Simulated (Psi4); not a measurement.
# C2HF2 (SMILES [CH]=C(F)F) at USCAN/def2-SVP (ints tolerance 1e-12, sweep point 6)

Aim: the vertical electron affinity of C2HF2 at USCAN/def2-SVP (ints tolerance 1e-12, sweep point 6), from 2 runs. 

Program for the calculation: Psi4 1.11.

4 further runs of the same task are left out: 4 set aside as unsound or not needed.

## (1) The molecule

The species is C2HF2 (5 atoms), meant as a doublet with charge 0. As SMILES, `[CH]=C(F)F`. Geometry: relaxed at PBE0-D4/def2-TZVP.

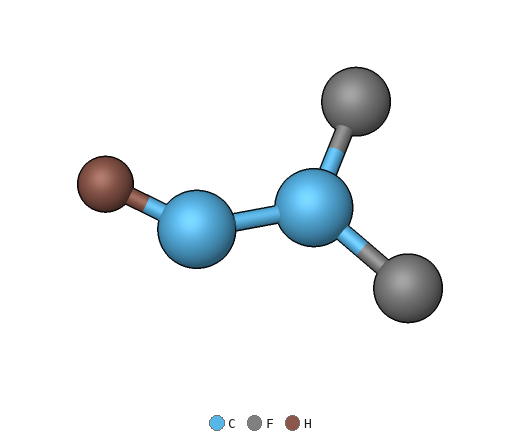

Viewed from a chosen angle; carbon blue, fluorine grey, hydrogen brown.

## (2) The energy at USCAN/def2-SVP (ints tolerance 1e-12, sweep point 6)

File c2hf2.in:

```
memory 1600 mb

molecule {
  0 2
  C     -0.028200     0.912700    -0.014900
  C      0.163600    -0.366100     0.124600
  F      1.043800    -0.911700     0.932500
  F     -0.492600    -1.313200    -0.520300
  H     -0.636600     1.604500    -0.563400
  symmetry c1
}

set {
  basis def2-SVP
  reference uks
  puream true
  scf_type direct
  dft_radial_points 99
  dft_spherical_points 590
  ints_tolerance 1e-12
  maxiter 150
}

result, w = energy('scan', return_wfn=True)
print_variables()
```

Launch:

```bash
psi4 -n 1 c2hf2.in c2hf2.out
```

c2hf2.out:

```text
[...]
  Running in c1 symmetry.
[...]
  Nuclear repulsion =  109.976039922827638
[...]
  Multiplicity = 2
[...]
  Nalpha       = 16
  Nbeta        = 15
[...]
    Number of basis functions: 61
[...]
   @DF-UKS iter   1:  -275.94242190188612   -1.44637e-01   8.03521e-03 DIIS/ADIIS
[...]
   @UKS iter  13:  -276.07520600317673   -1.13588e-08   4.86497e-07 DIIS
[...]
   @S^2 Observed:                7.637212832E-01
[...]
    Orbital Energies [Eh]
    ---------------------
    Alpha Occupied:
       1A    -24.541398     2A    -24.539957     3A    -10.228152
       4A    -10.089488     5A     -1.244948     6A     -1.182278
       7A     -0.757996     8A     -0.603842     9A     -0.550762
      10A     -0.504251    11A     -0.490603    12A     -0.416388
      13A     -0.410450    14A     -0.393911    15A     -0.271565
      16A     -0.258204
    Alpha Virtual:
      17A     -0.005719    18A      0.086238    19A      0.125815
      20A      0.208242    21A      0.277003    22A      0.395272
      23A      0.432703    24A      0.452307    25A      0.490310
[...]
  @UKS Final Energy:  -276.07520600317673
   => Energetics <=
    Nuclear Repulsion Energy =            109.9760399228276384
    One-Electron Energy =                -598.8047766144416073
    Two-Electron Energy =                 244.7476667208367758
    DFT Exchange-Correlation Energy =     -31.9941360323995454
    Empirical Dispersion Energy =           0.0000000000000000
    VV10 Nonlocal Energy =                  0.0000000000000000
    Total Energy =                       -276.0752060031767314
[...]
 Multipole Moments:
 ------------------------------------------------------------------------------------
     Multipole            Electronic (a.u.)      Nuclear  (a.u.)        Total (a.u.)
 ------------------------------------------------------------------------------------
 L = 1.  Multiply by 2.5417464519 to convert [e a0] to [Debye]
 Dipole X            :          0.7357037           -0.9441848           -0.2084810
 Dipole Y            :         -2.7692101            3.0893831            0.3201729
 Dipole Z            :          0.6024084           -0.7877571           -0.1853487
 Magnitude           :                                                    0.4246518
[...]
```

Wall time 48 s (1 thread of Intel Xeon at 2.50GHz (Skylake/Cascade Lake), shared host); peak memory 1.3 GiB.

## (3) The singlet anion

File input.dat:

```
memory 1600 MB

molecule {
  -1 1
  C     -0.028200     0.912700    -0.014900
  C      0.163600    -0.366100     0.124600
  F      1.043800    -0.911700     0.932500
  F     -0.492600    -1.313200    -0.520300
  H     -0.636600     1.604500    -0.563400
  units angstrom
  symmetry c1
}

set reference rks
set puream true
set scf_type direct
set dft_radial_points 99
set dft_spherical_points 590
set ints_tolerance 1e-12
set maxiter 60

E = energy("scan/def2-SVP")
```

Launch:

```bash
psi4 input.dat output.dat -n 1
```

output.dat:

```text
[...]
  Running in c1 symmetry.
[...]
  Nuclear repulsion =  109.976039922827638
[...]
  Multiplicity = 1
[...]
  Nalpha       = 16
  Nbeta        = 16
[...]
    Number of basis functions: 61
[...]
   @DF-RKS iter   1:  -275.71453713707996    8.32483e-02   1.35092e-02 ADIIS/DIIS
[...]
   @RKS iter  12:  -276.08762869865132   -7.10560e-09   4.55101e-07 DIIS
[...]
    Orbital Energies [Eh]
    ---------------------
    Doubly Occupied:
       1A    -24.273405     2A    -24.267108     3A     -9.916967
       4A     -9.724233     5A     -0.977211     6A     -0.915483
       7A     -0.427693     8A     -0.327543     9A     -0.282838
      10A     -0.228657    11A     -0.201455    12A     -0.155217
      13A     -0.137212    14A     -0.129793    15A      0.054203
      16A      0.117843
[...]
  @RKS Final Energy:  -276.08762869865132
   => Energetics <=
    Nuclear Repulsion Energy =            109.9760399228276384
    One-Electron Energy =                -607.6278701961841762
    Two-Electron Energy =                 253.8862339579104059
    DFT Exchange-Correlation Energy =     -32.3220323832051548
    Empirical Dispersion Energy =           0.0000000000000000
    VV10 Nonlocal Energy =                  0.0000000000000000
    Total Energy =                       -276.0876286986513151
[...]
 Multipole Moments:
 ------------------------------------------------------------------------------------
     Multipole            Electronic (a.u.)      Nuclear  (a.u.)        Total (a.u.)
 ------------------------------------------------------------------------------------
 L = 1.  Multiply by 2.5417464519 to convert [e a0] to [Debye]
 Dipole X            :          0.8768488           -0.9441848           -0.0673360
 Dipole Y            :         -4.8277347            3.0893831           -1.7383516
 Dipole Z            :          0.6698984           -0.7877571           -0.1178587
 Magnitude           :                                                    1.7436431
[...]
```

Wall time 29 s (1 thread of Intel Xeon at 2.50GHz (Skylake/Cascade Lake), shared host); peak memory 1.3 GiB.

## (4) Summary of results

At USCAN/def2-SVP (ints tolerance 1e-12, sweep point 6):

```
                                                            quantity          value
                                         doublet C2HF2: total energy  -276.07521 Eh
                                        doublet C2HF2: dipole moment         1.08 D
                   doublet C2HF2: HOMO energy (highest over α and β)       -6.66 eV
                    doublet C2HF2: LUMO energy (lowest over α and β)       -3.57 eV
                                                 doublet C2HF2: ⟨S²⟩          0.764
                                         singlet anion: total energy  -276.08763 Eh
                                          singlet anion: HOMO energy        3.21 eV
                                          singlet anion: LUMO energy        8.00 eV
singlet anion: HOMO–LUMO gap (to an unbound level, set by the basis)        4.80 eV
                   vertical electron affinity (to the singlet anion)       0.338 eV
```

What this shows: At fixed nuclei the extra electron is bound by 0.34 eV (7.8 kcal/mol). The basis has no diffuse functions, so the error can be as large as this value. The HOMO (singlet anion) lies at positive energy, 3.21 eV, as semi-local functionals often give for anions; only total energies tell whether the electron is bound.
